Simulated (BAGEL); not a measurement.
**CH6N+ (methanamine, conjugate acid) at HF/def2-TZVP (density fitting with qzvpp-jkfit)**

What is the vertical ionisation energy of CH6N+ (methanamine, conjugate acid) at HF/def2-TZVP (density fitting with qzvpp-jkfit)? 

The calculation is run with BAGEL 1.2.2.

**1. The molecule**

CH6N+: 8 atoms, total charge +1, spin state singlet. As SMILES, `C[NH3+]`. The shape is that of a PBE0-D4/def2-TZVP optimisation.

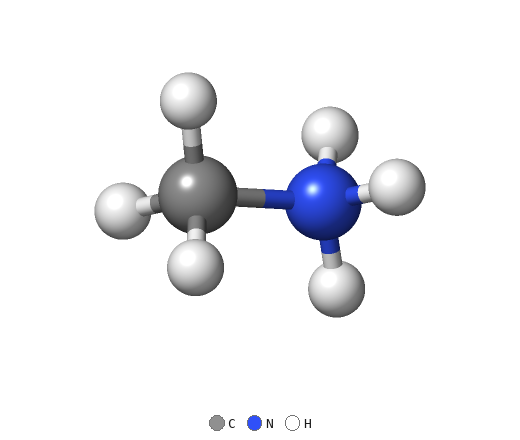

Viewed from a chosen angle; carbon grey, nitrogen blue, hydrogen white.

**2. A single-point energy at HF/def2-TZVP (density fitting with qzvpp-jkfit)**

The input, hf.json:

```json
{ "bagel": [

{
  "title": "molecule",
  "basis": "def2-tzvp.json",
  "df_basis": "qzvpp-jkfit",
  "angstrom": true,
  "geometry": [
    { "atom": "C", "xyz": [      -0.225100,       0.293000,      -0.663400 ] },
    { "atom": "N", "xyz": [       0.218700,      -0.284600,       0.644500 ] },
    { "atom": "H", "xyz": [      -0.041000,      -0.440800,      -1.444600 ] },
    { "atom": "H", "xyz": [      -1.286800,       0.519400,      -0.597800 ] },
    { "atom": "H", "xyz": [       0.345600,       1.199300,      -0.851500 ] },
    { "atom": "H", "xyz": [       0.065500,       0.371300,       1.413900 ] },
    { "atom": "H", "xyz": [       1.214900,      -0.515300,       0.632300 ] },
    { "atom": "H", "xyz": [      -0.291800,      -1.142300,       0.866700 ] }
  ]
},

{ "title": "hf", "charge": 1 },

{ "title": "print", "file": "orbitals.molden", "orbitals": true }

]}
```

The basis set def2-TZVP is read from a file made from the Basis Set Exchange's data (not shown).

Run with:

```
$ BAGEL_NUM_THREADS=1 BAGEL hf.json > hf.out
```

Output:

```text
* using 1 threads per process

  ===============================================================
  ===============================================================

  *** Geometry ***

  { "atom" : "C", "xyz" : [     -0.425377,      0.553690,     -1.253644 ] },
  { "atom" : "N", "xyz" : [      0.413283,     -0.537816,      1.217928 ] },
  { "atom" : "H", "xyz" : [     -0.077479,     -0.832991,     -2.729898 ] },
  { "atom" : "H", "xyz" : [     -2.431700,      0.981524,     -1.129678 ] },
  { "atom" : "H", "xyz" : [      0.653089,      2.266349,     -1.609102 ] },
  { "atom" : "H", "xyz" : [      0.123777,      0.701655,      2.671884 ] },
  { "atom" : "H", "xyz" : [      2.295828,     -0.973776,      1.194874 ] },
  { "atom" : "H", "xyz" : [     -0.551422,     -2.158634,      1.637826 ] },

  Number of auxiliary basis functions:      260

  Since a DF basis is specified, we compute 2- and 3-index integrals:
    o Being stored without compression. Storage requirement is 0.020 GB

  Number of basis functions:       98
  Number of electrons      :       19

    * METHOD: MOLECULE                             0.10

  *** RHF ***

  === Nuclear Repulsion ===
    47.9675182919

      * DIIS with orbital gradients will be used.

  === RHF iteration (def2-tzvp.json) ===
      0        -95.52096258          0.01818342           0.02
      1        -95.60448443          0.00698373           0.02
      2        -95.61594225          0.00207823           0.02
      3        -95.61718340          0.00030975           0.02
      4        -95.61721686          0.00010185           0.02
      5        -95.61722062          0.00001500           0.02
      6        -95.61722076          0.00000338           0.02
      7        -95.61722076          0.00000087           0.02
      8        -95.61722076          0.00000021           0.02
      9        -95.61722076          0.00000006           0.02
     10        -95.61722076          0.00000002           0.02
     11        -95.61722076          0.00000000           0.02
    * SCF iteration converged.

    * Permanent dipole moment:
           (   -0.259972,     0.338257,    -0.765935) a.u.

    * METHOD: HF                                   0.29

    * METHOD: PRINT                                0.02

  ===============================================================
```

Wall time 0.54 s (1 thread of Arm Neoverse V1, shared host).

**3. Doublet [CH6N]2+, same level**

The input, input.json:

```json
{ "bagel": [

{
  "title": "molecule",
  "basis": "def2-tzvp.json",
  "df_basis": "qzvpp-jkfit",
  "angstrom": "true",
  "geometry": [
    { "atom": "C", "xyz": [   -0.225100,    0.293000,   -0.663400 ] },
    { "atom": "N", "xyz": [    0.218700,   -0.284600,    0.644500 ] },
    { "atom": "H", "xyz": [   -0.041000,   -0.440800,   -1.444600 ] },
    { "atom": "H", "xyz": [   -1.286800,    0.519400,   -0.597800 ] },
    { "atom": "H", "xyz": [    0.345600,    1.199300,   -0.851500 ] },
    { "atom": "H", "xyz": [    0.065500,    0.371300,    1.413900 ] },
    { "atom": "H", "xyz": [    1.214900,   -0.515300,    0.632300 ] },
    { "atom": "H", "xyz": [   -0.291800,   -1.142300,    0.866700 ] }
  ]
},
{ "title": "uhf", "charge": 2, "nopen": 1 },
{ "title": "print", "file": "orbitals.molden", "orbitals": "true" }

]}
```

The basis set def2-TZVP is read from a file made from the Basis Set Exchange's data (not shown).

Run with:

```
$ BAGEL_NUM_THREADS=1 BAGEL input.json > input.out
```

Output:

```text
* using 1 threads per process

  ===============================================================
  ===============================================================

  *** Geometry ***

  { "atom" : "C", "xyz" : [     -0.425377,      0.553690,     -1.253644 ] },
  { "atom" : "N", "xyz" : [      0.413283,     -0.537816,      1.217928 ] },
  { "atom" : "H", "xyz" : [     -0.077479,     -0.832991,     -2.729898 ] },
  { "atom" : "H", "xyz" : [     -2.431700,      0.981524,     -1.129678 ] },
  { "atom" : "H", "xyz" : [      0.653089,      2.266349,     -1.609102 ] },
  { "atom" : "H", "xyz" : [      0.123777,      0.701655,      2.671884 ] },
  { "atom" : "H", "xyz" : [      2.295828,     -0.973776,      1.194874 ] },
  { "atom" : "H", "xyz" : [     -0.551422,     -2.158634,      1.637826 ] },

  Number of auxiliary basis functions:      260

  Since a DF basis is specified, we compute 2- and 3-index integrals:
    o Being stored without compression. Storage requirement is 0.020 GB

  Number of basis functions:       98
  Number of electrons      :       19

    * METHOD: MOLECULE                             0.10

  *** Open-shell HF ***

  === Nuclear Repulsion ===
    47.9675182919

      * DIIS with orbital gradients will be used.

  === UHF iteration (def2-tzvp.json) ===
      0        -94.78754180          0.03011243           0.03
      1        -94.87520862          0.00933059           0.03
      2        -94.88582236          0.00473945           0.03
      3        -94.88861406          0.00207648           0.04
      4        -94.89014491          0.00074580           0.03
      5        -94.89043005          0.00015764           0.03
      6        -94.89043993          0.00008313           0.03
      7        -94.89044288          0.00006739           0.03
      8        -94.89044653          0.00005272           0.03
      9        -94.89045091          0.00003983           0.03
     10        -94.89045213          0.00003891           0.03
     11        -94.89045292          0.00003894           0.03
     12        -94.89045184          0.00003863           0.03
     13        -94.89044365          0.00003622           0.03
     14        -94.89041593          0.00003227           0.03
     15        -94.89041172          0.00002862           0.03
     16        -94.89039544          0.00003569           0.03
     17        -94.89039578          0.00003839           0.03
     18        -94.89039481          0.00003904           0.03
     19        -94.89039905          0.00001722           0.03
     20        -94.89039714          0.00001442           0.04
     21        -94.89039540          0.00000985           0.03
     22        -94.89039410          0.00000569           0.03
     23        -94.89039395          0.00000352           0.03
     24        -94.89039385          0.00000227           0.03
     25        -94.89039377          0.00000166           0.04
     26        -94.89039377          0.00000117           0.03
     27        -94.89039375          0.00000064           0.03
     28        -94.89039375          0.00000028           0.03
     29        -94.89039375          0.00000014           0.03
     30        -94.89039375          0.00000008           0.03
     31        -94.89039375          0.00000005           0.04
     32        -94.89039375          0.00000004           0.03
     33        -94.89039375          0.00000003           0.03
     34        -94.89039375          0.00000002           0.03
     35        -94.89039375          0.00000001           0.03
    * SCF iteration converged.

    * S^2 (UHF) is 0.7657

    * Permanent dipole moment:
           (    0.227770,     0.047062,     0.284379) a.u.

    * METHOD: UHF                                  1.33

    * METHOD: PRINT                                0.02

  ===============================================================
```

It took 1.6 s on 1 thread of Arm Neoverse V1, shared host.

**4. Results**

Level: HF/def2-TZVP (density fitting with qzvpp-jkfit).

| quantity | value |
| --- | --- |
| singlet CH6N+: total energy | -95.61722 Eh |
| singlet CH6N+: HOMO energy | -21.26 eV |
| singlet CH6N+: LUMO energy | -2.58 eV |
| singlet CH6N+: HOMO–LUMO gap | 18.68 eV |
| doublet [CH6N]2+: total energy | -94.89039 Eh |
| doublet [CH6N]2+: ⟨S²⟩ | 0.766 |
| vertical ionisation energy (to the doublet dication) | 19.778 eV |

**Reading.** Removing an electron at fixed nuclei costs 19.78 eV (1908 kJ/mol). The negative HOMO energy of the first species, 21.26 eV, lies 1.48 eV above that difference.
